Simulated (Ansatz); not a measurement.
**SiAsH5: inputs that go wrong**

3 inputs were typed for SiAsH5. Each is run as it stands; the log then has to tell whether the result can be used.

Program: Ansatz 0.2.0, Gaussian basis. Level of theory: the settings change from run to run. These are calculated values, not measurements.

### 1 The molecule

The structure was relaxed beforehand with PBE0-D4 in a triple-zeta def2 set.

SMILES `[SiH3][AsH2]`, 7 atoms, charge 0, spin multiplicity 1.

Atoms are counted from 1 here; the program's logs count them from 0.

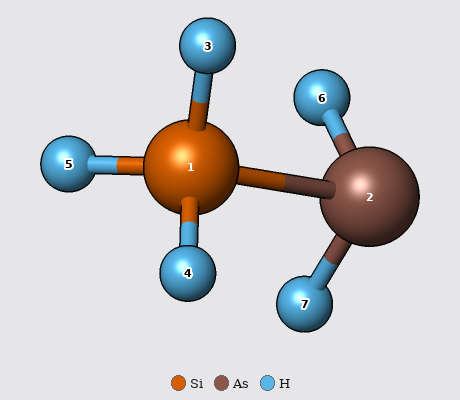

The geometry (silicon orange, arsenic brown, hydrogen blue); atoms are numbered from 1 in the order of the file.

### 2 Input 1

Contents of in.yaml:

```yaml
crystal:
  periodic: [false, false, false]
  atoms:
    - {symbol: Si, position_ang: [-0.580573, -0.487955, -0.413969]}
    - {symbol: As, position_ang: [0.948529, 0.233906, 1.239525]}
    - {symbol: H, position_ang: [-1.924213, -0.597391, 0.211462]}
    - {symbol: H, position_ang: [-0.158410, -1.833717, -0.882163]}
    - {symbol: H, position_ang: [-0.662159, 0.428001, -1.580857]}
    - {symbol: H, position_ang: [0.419087, 1.660609, 1.183063]}
    - {symbol: H, position_ang: [2.018941, 0.528648, 0.197240]}
basis:
  gaussian: {orbitals: ANO-RCC-VTZP}
magnetization: {spin_polarized: true, initial_magnetization: 6}
hamiltonian: {xc: {name: wPBEh}}
output: {forces: true}
```

Started as:

```
ansatz run in.yaml --threads 4 --pin off --events-out ev --progress --plain --max-ram 10444MiB
```

The log of the run, shortened:

```text
Functional definition: wPBEh
  name "wPBEh"
  cite "Heyd, Scuseria & Ernzerhof, J. Chem. Phys. 118, 8207 (2003) doi:10.1063/1.1564060"
  cite "Krukau, Vydrov, Izmaylov & Scuseria, J. Chem. Phys. 125, 224106 (2006) doi:10.1063/1.2404663"
  cite "Heyd & Scuseria, J. Chem. Phys. 120, 7274 (2004) doi:10.1063/1.1668634"
  cite "Ernzerhof & Perdew, J. Chem. Phys. 109, 3313 (1998) doi:10.1063/1.476928"
  cite "Perdew, Burke & Ernzerhof, Phys. Rev. Lett. 77, 3865 (1996) doi:10.1103/PhysRevLett.77.3865"
  parent pbe
[...]
1158 factors; their error is unknown
98 factors; integrals over basis functions are off by at most 3.8e-6 eV
[...]
mean field -69466.13743010 eV, -2552.8334647172 hartree, gradient 3.0e-5 eV, S^2 12.006347; 5 other end points of the search recorded, 0 dependent functions left out
[...]
reference -69466.13750435 eV, -2552.8334674458 hartree; 29, 23 occupied and 118, 124 virtual orbitals, 1158 factors
Total energy: -69466.13750435 eV, -2552.8334674458 hartree
Relativity: scalar
Atom 0 at    -0.580573    -0.487955    -0.413969 Å, force    -2.761677    -0.790714    -3.553683 eV/Å
Atom 1 at     0.948529     0.233906     1.239525 Å, force     0.481579    -6.709305     8.504435 eV/Å
Atom 2 at    -1.924213    -0.597391     0.211462 Å, force    -0.274037    -0.018018     0.471441 eV/Å
Atom 3 at    -0.158410    -1.833717    -0.882163 Å, force     0.318853    -0.435456     0.095931 eV/Å
Atom 4 at    -0.662159     0.428001    -1.580857 Å, force    -0.012535     0.211667    -0.261735 eV/Å
Atom 5 at     0.419087     1.660609     1.183063 Å, force    -2.128650     6.173222    -0.623279 eV/Å
Atom 6 at     2.018941     0.528648     0.197240 Å, force     4.376467     1.568604    -4.633110 eV/Å
Dipole moment:    -0.165799    -0.167610    -0.077745 e Å
```

It took 11 s on 4 threads of Arm Neoverse V1, shared host; peak memory 0.54 GiB.

Diagnosis: The run converged, but a converged run isn't a right one. The spin is set far too high for this molecule. It asks for 6 unpaired electrons; the ground state has 0. Its energy belongs to an excited spin state, not the ground state. To mend it, set initial_magnetization back to that of the ground state.

### 3 Input 2

Contents of in.yaml:

```yaml
crystal:
  periodic: [false, false, false]
  atoms:
    - {symbol: Si, position_ang: [-0.449004, -0.456744, -0.264062]}
    - {symbol: As, position_ang: [0.988781, 0.189595, 1.107965]}
    - {symbol: H, position_ang: [-1.930066, -0.613476, 0.249740]}
    - {symbol: H, position_ang: [-0.062763, -1.727062, -0.901459]}
    - {symbol: H, position_ang: [-0.674645, 0.499714, -1.591648]}
    - {symbol: H, position_ang: [0.517958, 1.678577, 1.104922]}
    - {symbol: H, position_ang: [1.973870, 0.375462, 0.186290]}
basis:
  gaussian: {orbitals: cc-pVTZ}
hamiltonian: {xc: {name: wB97X}, pseudopotentials: {relativity: scalar}}
smearing: {width: 0.1}
```

Launched as before.

The log of the run:

```text
Error: YAML parse error: error: line 14 column 1: unknown field `smearing`, expected one of crystal, accuracy, basis, kpoints, hamiltonian, magnetization, projection, total_charge, correlation, batch, efield, external_charges, scf, relax, neb, saddle, md, ramp, phonons, dielectric, real_time, elastic, magnetic_configurations, gw, evaluate, workflow, output, checkpoint, execution
  --> <input>:14:1
   |
12 |   gaussian: {orbitals: cc-pVTZ}
13 | hamiltonian: {xc: {name: wB97X}, pseudopotentials: {relativity: s…
14 | smearing: {width: 0.1}
   | ^ unknown field `smearing`, expected one of crystal, accuracy, basis, kpoints, hamiltonian, magnetization, projection, total_charge, correlation, batch, efield, external_charges, scf, relax, neb, saddle, md, ramp, phonons, dielectric, real_time, elastic, magnetic_configurations, gw, evaluate, workflow, output, checkpoint, execution
```

Wall time 0.05 s (4 threads of Arm Neoverse V1, shared host).

What is wrong: The program refused the input. The input holds a key that doesn't belong there. Its coordinates are also moved off the relaxed structure. To mend it, remove the key, or spell it as the input reference has it.

### 4 Input 3

Contents of in.yaml:

```yaml
crystal:
  periodic: [false, false, false]
  atoms:
    - {symbol: Si, position_ang: [-1.097125, -0.922101, -0.782289]}
    - {symbol: As, position_ang: [1.792460, 0.442019, 2.342363]}
    - {symbol: H, position_ang: [-3.636237, -1.128906, 0.399606]}
    - {symbol: H, position_ang: [-0.299352, -3.465225, -1.667048]}
    - {symbol: H, position_ang: [-1.251300, 0.808805, -2.987388]}
    - {symbol: H, position_ang: [0.791960, 3.138097, 2.235667]}
    - {symbol: H, position_ang: [3.815247, 0.999000, 0.372730]}
basis:
  gaussian: {orbitals: cc-pVDZ, fitting: {mean_field: cc-pVTZ-jkfit}}
magnetization: {spin_polarized: true, initial_magnetization: 2}
hamiltonian: {xc: {name: B97}}
```

The command is unchanged.

The log of the run, shortened:

```text
Functional definition: B97
  name "B97"
  cite "Becke, J. Chem. Phys. 107, 8554 (1997) doi:10.1063/1.475007"
[...]
      + integral(e_c_pw_opposite_spin*poly(b97_u_opposite, cos0, cos1, cos2))
478 factors; integrals over basis functions are off by at most 6.5e-2 eV
[...]
mean field -68778.71574189 eV, -2527.5711836266 hartree, gradient 2.1e-5 eV, S^2 4.349050; 10 other end points of the search recorded, 0 dependent functions left out
reference -68778.71579087 eV, -2527.5711854265 hartree; 27, 25 occupied and 43, 45 virtual orbitals, 478 factors
Total energy: -68778.71579087 eV, -2527.5711854265 hartree
```

Run time: 13 s. Hardware: 4 threads of Arm Neoverse V1, shared host; peak memory 0.25 GiB.

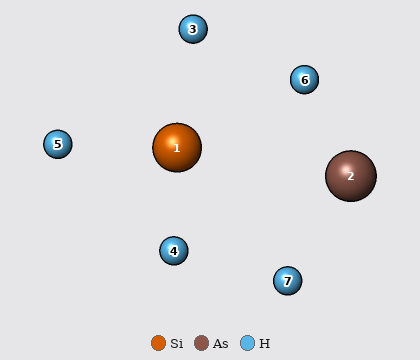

The geometry of this input.

**Diagnosis.** The run converged, but a converged run isn't a right one. The coordinates are in bohr but typed as ångström. The shortest distance is 2.81 Å (Si1–H5), against 1.49 Å in the relaxed molecule. It also asks for charge 0 and multiplicity 3, another species or state than the molecule above. Its energy is no property of the relaxed molecule. To mend it, take the coordinates from the file in ångström, and set charge and spin to those of the species named.

### 5 Summary

| input | level | ended | cause | time |
| --- | --- | --- | --- | --- |
| 1 | wPBEh/ANO-RCC-VTZP | converged | the spin is set far too high for this molecule | 11 s |
| 2 | wB97X/cc-pVTZ | refused | the input holds a key that doesn't belong there | 0.05 s |
| 3 | B97/cc-pVDZ | converged | the coordinates are in bohr but typed as ångström | 13 s |

In words: 2 converged, 1 refused. A refusal costs next to no computing time. The dangerous case is the input that converges on a wrong geometry, charge, spin, basis or grid: often only a look at the input shows it.
